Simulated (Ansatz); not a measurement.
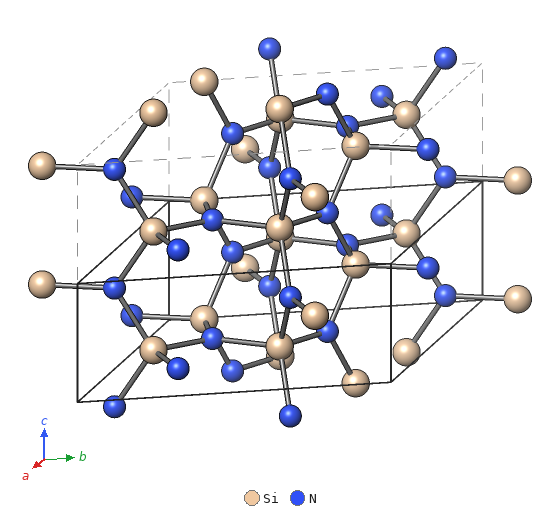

The compound is Si₃N₄ (space group P6_3/m, No. 176), taken as the end point of a relaxation with Ansatz 0.2.0, DFT, PBE, plane waves, PAW.

Bonds are taken as N–Si below 2 Å; no other contact counts. Atoms with one bond or none are removed and atoms with two bonds are replaced by edges, until no such atom is left.

> What kind of net remains, and which atoms are its nodes?

A trinodal (3,3,4)-connected, three-periodic net: N(6h) is a 3-connected node; N(2d) is a 3-connected node; Si is a 4-connected node, in the ratio 3:1:3.

> Is the net interpenetrated?

It is a single net, without interpenetration.

> Give the first six terms of the coordination sequence (nodes one, two, three … edges away).

N(6h): 3, 9, 15, 35, 43, 78; N(2d): 3, 9, 18, 35, 42, 86; Si: 4, 8, 21, 28, 57, 62.

> How many nodes does the smallest cycle have?

Six.

The simplified net, drawn on the atoms' positions. Nodes are coloured by topological kind. Edges to nodes outside the piece are drawn as stubs.

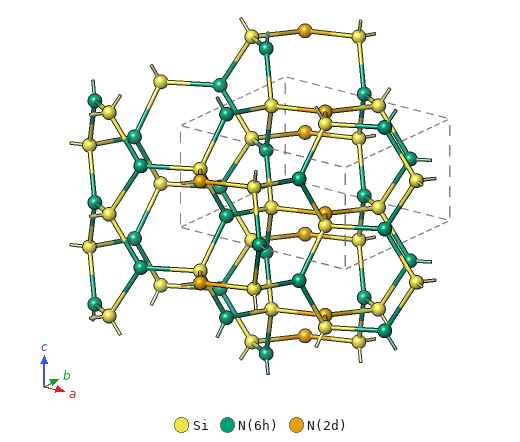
